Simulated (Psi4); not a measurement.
# CH5OSi (SMILES OC[SiH2]): a chain of runs

Wanted: a geometry optimisation (USVWN-RPA/6-311G**), then the harmonic vibrations of CH5OSi. 

The results are computed with Psi4 1.11.

## Step 1: Starting point

CH5OSi has 8 atoms, charge 0, and is taken as a doublet. As SMILES, `OC[SiH2]`. The shape is that of a GFN2-xTB optimisation. This is one conformer, not always the lowest. The run starts from this shape.

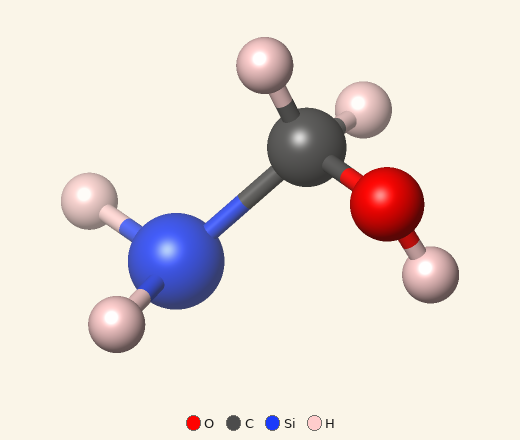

The structure, seen from a chosen angle (oxygen red, carbon dark grey, silicon blue, hydrogen pink).

## Step 2: A structure relaxation at USVWN-RPA/6-311G(d,p) (density fitting) (run 1)

input.dat

```
memory 1.6 GB

molecule geom {
  0 2
  O     -0.742090     1.000740    -1.036980
  C     -0.292450     0.570250     0.241160
  Si     0.559470    -1.137540     0.146770
  H     -1.420000     0.391110    -1.345720
  H     -1.117020     0.597870     0.965140
  H      0.428560     1.331100     0.553770
  H      1.086880    -1.551530     1.440480
  H      1.496660    -1.202000    -0.964620
  symmetry c1
}

set basis 6-311G**
set reference uks
set geom_maxiter 60

e, wfn = opt('svwn', return_wfn=True)
print_variables()
```

The run is started by

```
psi4 -n 1 input.dat output.dat
```

output.dat:

```text
Psi4 1.11 release

gradient() will perform analytic gradient computation.

   => Loading Basis Set <=

    Name: 6-311G**
    Role: ORBITAL
    Keyword: BASIS

         ---------------------------------------------------------
                                   SCF
                              UKS Reference
                        1 Threads,   1525 MiB Core
         ---------------------------------------------------------

  ==> Geometry <==

    Molecular point group: c1
    Full point group: C1

    Geometry (in Angstrom), charge = 0, multiplicity = 2:

       Center              X                  Y                   Z               Mass
    ------------   -----------------  -----------------  -----------------  -----------------
         O           -0.754415364767     1.155006756986    -0.890577070216    15.994914619570
         C           -0.304775364767     0.724516756986     0.387562929784    12.000000000000
         SI           0.547144635233    -0.983273243014     0.293172929784    27.976926534650
[... 4 lines of this table left out ...]
         H            1.484334635233    -1.047733243014    -0.818217070216     1.007825032230

  Running in c1 symmetry.

  Rotational constants: A =      1.00056  B =      0.17578  C =      0.15821 [cm^-1]
  Rotational constants: A =  29996.05855  B =   5269.70242  C =   4742.88576 [MHz]
  Nuclear repulsion =  103.629802188731958

  Charge       = 0
  Multiplicity = 2
  Electrons    = 33
  Nalpha       = 17
  Nbeta        = 16

  ==> Algorithm <==

  SCF Algorithm Type is DF.
  DIIS enabled.
  MOM disabled.
  Fractional occupation disabled.
  Guess Type is SAD.
  Energy threshold   = 1.00e-08
  Density threshold  = 1.00e-08
  Integral threshold = 1.00e-12

  ==> Primary Basis <==

  Basis Set: 6-311G**
    Blend: 6-311G**
    Number of shells: 48
    Number of basis functions: 92
    Number of Cartesian functions: 95
    Spherical Harmonics?: true
    Max angular momentum: 2

  ==> DFT Potential <==

   => LibXC <=

    Version 7.1.2

   => Composite Functional: SVWN <=

    Slater exchange
    Vosko, Wilk & Nusair (VWN5_RPA)

    Deriv               =              1
    GGA                 =          FALSE
    Meta                =          FALSE

    Exchange Hybrid     =          FALSE
    MP2 Hybrid          =          FALSE

   => Exchange Functionals <=

    1.0000         XC_LDA_X

   => Correlation Functionals <=

    1.0000   XC_LDA_C_VWN_RPA

   => LibXC Density Thresholds  <==

    XC_LDA_C_VWN_RPA:  1.00E-15
    XC_LDA_X:  1.00E-15

   => Molecular Quadrature <=

    Radial Scheme          =       TREUTLER
    Pruning Scheme         =           NONE
    Nuclear Scheme         =       TREUTLER

    Blocking Scheme        =         OCTREE
    BS radius alpha        =              1
    Pruning alpha          =              1
    Radial Points          =             75
    Spherical Points       =            302
    Total Points           =         173867
    Total Blocks           =           1340
    Max Points             =            256
    Max Functions          =             91
    Weights Tolerance      =       1.00E-15

   => Loading Basis Set <=

    Name: (6-311G** AUX)
    Role: JKFIT
    Keyword: DF_BASIS_SCF

  ==> Integral Setup <==

  DFHelper Memory: AOs need 0.030 GiB; user supplied 1.028 GiB.
  SCF_SUBTYPE=INCORE selected. In-core MEM_DF algorithm will be used.
  Using in-core AOs.

  ==> MemDFJK: Density-Fitted J/K Matrices <==

    J tasked:                   Yes
    K tasked:                    No
    wK tasked:                   No
    Memory [MiB]:              1052
    Algorithm:                 Core
    Schwarz Cutoff:           1E-12
    Mask sparsity (%):       1.9376
    Fitting Condition:        1E-10

   => Auxiliary Basis Set <=

  Basis Set: (6-311G** AUX)
    Blend: CC-PVTZ-JKFIT
    Number of shells: 137
    Number of basis functions: 429
    Number of Cartesian functions: 512
    Spherical Harmonics?: true
    Max angular momentum: 4

  Cached 100.0% of DFT collocation blocks in 0.089 [GiB].

  Minimum eigenvalue in the overlap matrix is 7.1181320083E-03.
  Reciprocal condition number of the overlap matrix is 1.2174676616E-03.
    Using symmetric orthogonalization.

  ==> Pre-Iterations <==

  SCF Guess: Superposition of Atomic Densities via on-the-fly atomic UHF (no occupation information).

   -------------------------
    Irrep   Nso     Nmo
   -------------------------
     A         92      92
   -------------------------
    Total      92      92
   -------------------------

  ==> Iterations <==

                           Total Energy        Delta E     RMS |[F,P]|

   @DF-UKS iter SAD:  -403.93404488951791   -4.03934e+02   0.00000e+00
[... 4 lines left out ...]
   @DF-UKS iter   5:  -404.34754501777911   -7.99339e-03   8.94503e-04 ADIIS/DIIS
[... 4 lines left out ...]
   @DF-UKS iter  10:  -404.35093747625649   -1.97367e-08   4.00416e-07 DIIS
[... 12 lines left out ...]
   @Spin Contamination Metric:   1.347135017E-03
[... 43 lines left out ...]
    Final Occupation by Irrep:
[... 13 lines left out ...]
    DFT Exchange-Correlation Energy =     -35.2683986066915693
[... 27 lines left out ...]
 Dipole Y            :         -0.5559855            0.3008689           -0.2551166
[... 129 lines left out ...]
	   Step    Total Energy     Delta E     Max Force     RMS Force      Max Disp      RMS Disp   ~
[... 136 lines left out ...]
   @DF-UKS iter   1:  -404.35306658202347   -1.67489e-02   1.99851e-04 ADIIS/DIIS
[... 4 lines left out ...]
   @DF-UKS iter   6:  -404.35326637669687   -8.60132e-08   1.43581e-06 DIIS
[... 4 lines left out ...]
  Energy and wave function converged.
[... 12 lines left out ...]
   @S   Observed:                5.000000000E-01
[... 14 lines left out ...]
    Two-Electron Energy =                 292.2652572901546932
[... 27 lines left out ...]
 Dipole X            :         -0.8556626            0.5186226           -0.3370399
[... 94 lines left out ...]
	Measures of convergence in internal coordinates in au.
[... 109 lines left out ...]
   @DF-UKS iter   0:  -404.35176590148933   -4.04352e+02   5.13916e-04
[... 4 lines left out ...]
   @DF-UKS iter   5:  -404.35347972215681   -4.51683e-08   2.62802e-06 DIIS
[... 4 lines left out ...]
   @DF-UKS iter  10:  -404.35347975372304   -3.97904e-13   2.93413e-09 DIIS
[... 12 lines left out ...]
   @S   Expected:                5.000000000E-01
[... 14 lines left out ...]
    One-Electron Energy =                -765.1270761690781228
[... 4 lines left out ...]
    Total Energy =                       -404.3534797537230361
[... 116 lines left out ...]
	                                 ==> Convergence Check <==
[... 115 lines left out ...]
                           Total Energy        Delta E     RMS |[F,P]|
[... 5 lines left out ...]
   @DF-UKS iter   4:  -404.35352330485119   -7.63353e-07   1.53787e-06 DIIS
[... 4 lines left out ...]
   @DF-UKS iter   9:  -404.35352331694128   -2.10321e-12   3.15165e-09 DIIS
[... 12 lines left out ...]
   @S   Expected:                5.000000000E-01
[... 14 lines left out ...]
    One-Electron Energy =                -765.0342712463415182
[... 4 lines left out ...]
    Total Energy =                       -404.3535233169412777
[... 116 lines left out ...]
	                                 ==> Convergence Check <==
[... 98 lines left out ...]
                           Total Energy        Delta E     RMS |[F,P]|
[... 5 lines left out ...]
   @DF-UKS iter   4:  -404.35353048270127   -7.65442e-08   7.77818e-07 DIIS
[... 4 lines left out ...]
  Energy and wave function converged.
[... 12 lines left out ...]
   @S   Observed:                5.000000000E-01
[... 14 lines left out ...]
    Two-Electron Energy =                 292.2368991505193208
[... 27 lines left out ...]
 Dipole X            :         -0.9612769            0.6357577           -0.3255192
[... 94 lines left out ...]
	Measures of convergence in internal coordinates in au.
[... 109 lines left out ...]
   @DF-UKS iter   0:  -404.35344005641610   -4.04353e+02   8.33659e-05
[... 4 lines left out ...]
   @DF-UKS iter   5:  -404.35353407899311   -3.34637e-10   4.60119e-07 DIIS
[... 12 lines left out ...]
   @Spin Contamination Metric:   1.293840385E-03
[... 5 lines left out ...]
    Final Occupation by Irrep:
[... 13 lines left out ...]
    DFT Exchange-Correlation Energy =     -35.2460685153678597
[... 27 lines left out ...]
 Dipole Y            :         -0.4535211            0.2287526           -0.2247685
[... 98 lines left out ...]
	   Step    Total Energy     Delta E     Max Force     RMS Force      Max Disp      RMS Disp
[... 94 lines left out ...]
   @DF-UKS iter   1:  -404.35353493108158   -1.69442e-04   5.58056e-06 DIIS
[... 4 lines left out ...]
   @DF-UKS iter   6:  -404.35353506189671   -2.60911e-11   2.30427e-08 DIIS
[... 12 lines left out ...]
   @S^2 Expected:                7.500000000E-01
[... 49 lines left out ...]
  @DF-UKS Final Energy:  -404.35353506189887
[... 7 lines left out ...]
    Empirical Dispersion Energy =           0.0000000000000000
[... 27 lines left out ...]
 Dipole Z            :         -1.2272459            1.5286477            0.3014018
[... 4 lines left out ...]
	total time  =          4 seconds =       0.07 minutes

         ------------------------------------------------------------
                                   SCF GRAD
         ------------------------------------------------------------

  ==> Geometry <==

    Molecular point group: c1
    Full point group: C1

    Geometry (in Angstrom), charge = 0, multiplicity = 2:

       Center              X                  Y                   Z               Mass
    ------------   -----------------  -----------------  -----------------  -----------------
         O           -0.795786381798     1.151344896182    -0.867737409172    15.994914619570
         C           -0.276210291702     0.723519546257     0.369380448490    12.000000000000
         SI           0.549108588167    -0.977986284908     0.278998008416    27.976926534650
[... 4 lines of this table left out ...]
         H            1.681832001568    -0.991081096362    -0.703921202658     1.007825032230

  Nuclear repulsion =  103.604480933527697

   => Molecular Quadrature <=

    Radial Scheme          =       TREUTLER
    Pruning Scheme         =           NONE
    Nuclear Scheme         =       TREUTLER

    Blocking Scheme        =         OCTREE
    BS radius alpha        =              1
    Pruning alpha          =              1
    Radial Points          =             75
    Spherical Points       =            302
    Total Points           =         173916
    Total Blocks           =           1343
    Max Points             =            255
    Max Functions          =             91
    Weights Tolerance      =       1.00E-15

  -Total Gradient:
     Atom            X                  Y                   Z
    ------   -----------------  -----------------  -----------------
       1       -0.000016853981    -0.000004322304    -0.000050280467
       2       -0.000013234637     0.000045905488     0.000111089746
       3       -0.000001119962     0.000017646039     0.000018717152
[... 4 lines of this table left out ...]
       8       -0.000012190521    -0.000009739681     0.000029708812

	total time  =          2 seconds =       0.03 minutes

    			-----------------------------------------

    			 OPTKING 3.0: for geometry optimizations

    			        with contributions from

    			-----------------------------------------

	                            ===> Fragment 1 <==

	 Z (Atomic Numbers)          Masses                          Geom
	       8.000000            15.994915         -1.50381832  2.17572653 -1.63978605
	       6.000000            12.000000         -0.52196180  1.36725379  0.69802788
	      14.000000            27.976927          1.03766484 -1.84812623  0.52722983
[... 4 lines of this table left out ...]
	       1.000000             1.007825          3.17820187 -1.87287184 -1.33021829

	 - Coordinate -           - BOHR/RAD -       - ANG/DEG -
	 R(1,2)           =         2.661399           1.408352
	 R(1,4)           =         1.836084           0.971614
	 R(2,3)           =         3.577747           1.893262
[... 22 lines of this table left out ...]
	 D(6,2,3,8)       =        -1.008513         -57.783525

	        --- Internal Coordinate Step in ANG or DEG, aJ/ANG or AJ/DEG ---
	-------------------------------------------------------------------------------
	           Coordinate      Previous         Force          Change          New
	           ----------      --------        ------          ------        ------
	               R(1,2)       1.40835       -0.00042       -0.00007       1.40828
	               R(1,4)       0.97161        0.00004        0.00001       0.97162
	               R(2,3)       1.89326       -0.00001       -0.00000       1.89326
[... 22 lines of this table left out ...]
	           D(6,2,3,8)     -57.78353       -0.00000       -0.00037     -57.78389
	-------------------------------------------------------------------------------

	                                 ==> Convergence Check <==

	Measures of convergence in internal coordinates in au.

	Criteria marked as inactive (o), active & met (*), and active & unmet ( ).

	----------------------------------------------------------------------------------------------
	   Step    Total Energy     Delta E     Max Force     RMS Force      Max Disp      RMS Disp
	----------------------------------------------------------------------------------------------
	  Convergence Criteria     1.00e-06 *    3.00e-04 *             o    1.20e-03 *             o
	----------------------------------------------------------------------------------------------
	     7    -404.35353506   -9.82e-07 *    5.13e-05 *    2.19e-05 o    1.76e-03      5.70e-04 o  ~
	----------------------------------------------------------------------------------------------

Next Geometry in Ang
	Fragment 1 (Ang)

	    O  -0.7961455783   1.1516416376  -0.8674240278
	    C  -0.2762140260   0.7234546969   0.3693367425
	   Si   0.5490643369  -0.9780565541   0.2787881320
[... 4 lines of this table left out ...]
	    H   1.6818501574  -0.9911293704  -0.7041821938

    Final optimized geometry and variables:
    Molecular point group: c1
    Full point group: C1

    Geometry (in Angstrom), charge = 0, multiplicity = 2:

    O           -0.795786381798     1.151344896182    -0.867737409172
    C           -0.276210291702     0.723519546257     0.369380448490
    SI           0.549108588167    -0.977986284908     0.278998008416
[... 4 lines of this table left out ...]
    H            1.681832001568    -0.991081096362    -0.703921202658

  Variable Map:
  ----------------------------------------------------------------------------
  "CURRENT ENERGY"              =>    -404.353535061899
  "CURRENT REFERENCE ENERGY"    =>    -404.353535061899
  "DD SOLVATION ENERGY"         =>       0.000000000000
  "DFT FUNCTIONAL TOTAL ENERGY" =>    -404.353535061899
  "DFT TOTAL ENERGY"            =>    -404.353535061899
  "DFT VV10 ENERGY"             =>       0.000000000000
  "DFT XC ENERGY"               =>     -35.245913055267
  "GRID ELECTRONS ALPHA"        =>      17.000009596814
  "GRID ELECTRONS BETA"         =>      16.000006031036
  "GRID ELECTRONS TOTAL"        =>      33.000015627850
  "NUCLEAR REPULSION ENERGY"    =>     103.604480933528
  "ONE-ELECTRON ENERGY"         =>    -764.903178713624
  "OPTIMIZATION ITERATIONS"     =>       7.000000000000
  "PCM POLARIZATION ENERGY"     =>       0.000000000000
  "PE ENERGY"                   =>       0.000000000000
  "SCF ITERATION ENERGY"        =>    -404.353535061899
  "SCF ITERATIONS"              =>       8.000000000000
  "SCF TOTAL ENERGY"            =>    -404.353535061899
  "TWO-ELECTRON ENERGY"         =>     292.191075773464
  "XC GRID RADIAL POINTS"       =>      75.000000000000
  "XC GRID SPHERICAL POINTS"    =>     302.000000000000
  "XC GRID TOTAL POINTS"        =>  173916.000000000000

  Array Variable Map:
  ----------------------------------------------------------------------------
  "CURRENT DIPOLE"              =>      -0.321871506131 ... 0.301401827172 1 by 3
  "CURRENT GRADIENT"            =>      -0.000016853981 ... 0.000029708812 8 by 3
  "DFT TOTAL GRADIENT"          =>      -0.000016853981 ... 0.000029708812 8 by 3
  "SCF DIPOLE"                  =>      -0.321871506131 ... 0.301401827172 1 by 3
  "SCF TOTAL ENERGIES"          =>    -404.353365488859 ... -404.353535061899 1 by 9
  "SCF TOTAL GRADIENT"          =>      -0.000016853981 ... 0.000029708812 8 by 3

    Psi4 run time: 0:00:53.20

[set-up sections that repeat, and orbital energies of the middle runs, are left out above]
```

On the terminal:

```text
Optimizer: Optimization complete!
```

Run time: 56 s. Hardware: 1 thread of Intel Xeon Platinum 8488C (Sapphire Rapids), shared host; peak memory 0.4 GiB.

The path in brief:

```tsv
step	energy from the first frame kept (eV)	largest force (eV/Å)
0	0.0000	1.2882
1	-0.0634	0.3180
2	-0.0692	0.1037
3	-0.0704	0.0233
4	-0.0706	0.0093
5	-0.0707	0.0078
6	-0.0707	0.0062
```

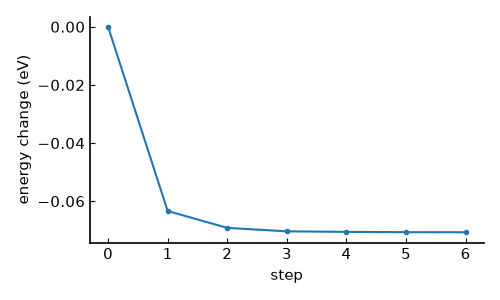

Energy along the run.

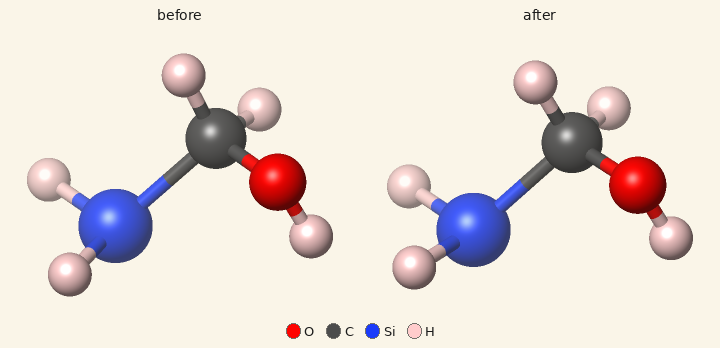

Before and after, at one scale.

After the run. Bond lengths: O1–C2 1.408 Å, C2–Si3 1.893 Å, O1–H4 0.972 Å, C2–H5 1.110 Å, C2–H6 1.105 Å, Si3–H7 1.502 Å, Si3–H8 1.500 Å. Angles: O1–C2–Si3 113.1°, O1–C2–H5 113.3°, O1–C2–H6 106.4°, Si3–C2–H5 110.5°, Si3–C2–H6 107.2°, C2–O1–H4 107.7°, C2–Si3–H7 112.7°, C2–Si3–H8 111.6°, H5–C2–H6 105.9°, H7–Si3–H8 110.9°.

## Step 3: The harmonic vibrations at USVWN-RPA/6-311G(d,p) (density fitting) (run 2)

job.dat

```
memory 1600 mb

molecule molecule1 {
  0 2
  O     -1.48052672     1.88420434    -1.91644685
  C     -0.49867038     1.07573227     0.42136735
  Si     1.06095650    -2.13964807     0.25056824
  H     -2.79341016     0.69907394    -2.40940270
  H     -1.90773144     1.12635425     1.97313675
  H      0.98104187     2.45321222     0.94668098
  H      1.91139372    -3.07843189     2.79070786
  H      3.20149274    -2.16439404    -1.60687948
  units au
  symmetry c1
}

set {
  basis 6-311G**
  reference uks
  t 298.15
  rotational_symmetry_number 1
}

e_tot = frequency('svwn')
```

The run is started by

```
psi4 -i job.dat -o job.out -n 1
```

job.out (excerpt; [...] marks lines left out):

```text
[...]
  Running in c1 symmetry.
[...]
  Nuclear repulsion =  103.604482964739447
[...]
  Multiplicity = 2
[...]
  Nalpha       = 17
  Nbeta        = 16
[...]
    Number of basis functions: 92
[...]
   @DF-UKS iter   1:  -404.01123489224699   -7.17785e-02   9.54347e-03 DIIS/ADIIS
[...]
  -Total Gradient:
     Atom            X                  Y                   Z
    ------   -----------------  -----------------  -----------------
       1       -0.000016906481    -0.000004465097    -0.000050300973
       2       -0.000013616728     0.000045932192     0.000111322807
       3       -0.000001023643     0.000017598604     0.000018643804
       4       -0.000006428595     0.000011213836     0.000005638039
       5        0.000010513997    -0.000036158019    -0.000039871041
       6        0.000005985970    -0.000013690068    -0.000020866263
       7        0.000007320752    -0.000005682193    -0.000036524306
       8       -0.000012272751    -0.000009751554     0.000029797572
[...]
   @DF-UKS iter  13:  -404.35353506173783   -1.64846e-12   6.22040e-09 DIIS
[...]
   @S^2 Observed:                7.512948081E-01
[...]
  @DF-UKS Final Energy:  -404.35353506173783
   => Energetics <=
    Nuclear Repulsion Energy =            103.6044829647394465
    One-Electron Energy =                -764.9031844304067818
    Two-Electron Energy =                 292.1910797079017357
    DFT Exchange-Correlation Energy =     -35.2459133039721877
    Empirical Dispersion Energy =           0.0000000000000000
    VV10 Nonlocal Energy =                  0.0000000000000000
    Total Energy =                       -404.3535350617378299
[...]
  ==> Harmonic Vibrational Analysis <==
[...]
  Freq [cm^-1]                 154.8101            253.8364            315.5090
[...]
  Freq [cm^-1]                 494.3091            559.7126            710.0441
[...]
  Freq [cm^-1]                 794.5217            871.4136           1061.3204
[...]
  Freq [cm^-1]                1109.6578           1215.8148           1326.2228
[...]
  Freq [cm^-1]                1394.5114           2129.2486           2168.7194
[...]
  Freq [cm^-1]                2906.2081           2979.8723           3723.5812
[...]
  Total E_0, Enthalpy at 0 [K]                                                         -404.29847331 [Eh]
[...]
  Total H, Enthalpy at  298.15 [K]                                                     -404.29243158 [Eh]
[...]
```

Standard output:

```text
Warning: used thermodynamics relations inappropriate for low-frequency modes: ['154.8101' '253.8364' '315.5090' '494.3091' '559.7126']
```

Wall time 4.1 min (1 thread of Intel Xeon Platinum 8488C (Sapphire Rapids), shared host); peak memory 0.51 GiB.

## Step 4: Outcome

| quantity | value |
| --- | --- |
| run 1, USVWN-RPA/6-311G**: total energy at the end | -404.35354 Eh |
| run 1, USVWN-RPA/6-311G**: dipole moment | 1.26 D |
| run 1, USVWN-RPA/6-311G**: HOMO energy (highest over α and β) | -5.44 eV |
| run 1, USVWN-RPA/6-311G**: LUMO energy (lowest over α and β) | -4.22 eV |
| run 1, USVWN-RPA/6-311G**: ⟨S²⟩ | 0.751 |
| run 2, USVWN-RPA/6-311G**: lowest harmonic wavenumber | 155 cm⁻¹ |
| run 2, USVWN-RPA/6-311G**: highest harmonic wavenumber | 3724 cm⁻¹ |
| run 2, USVWN-RPA/6-311G**: zero-point energy | 144.6 kJ/mol |
| run 2, USVWN-RPA/6-311G**: ideal-gas entropy at 298.15 K (symmetry number 1 as used) | 70.9 cal/(mol K) |

The optimisation (run 1, USVWN-RPA/6-311G**) took 7 steps and changed the energy by -0.071 eV. All 18 modes (run 2, USVWN-RPA/6-311G**) are real, so the shape is a minimum at this level.
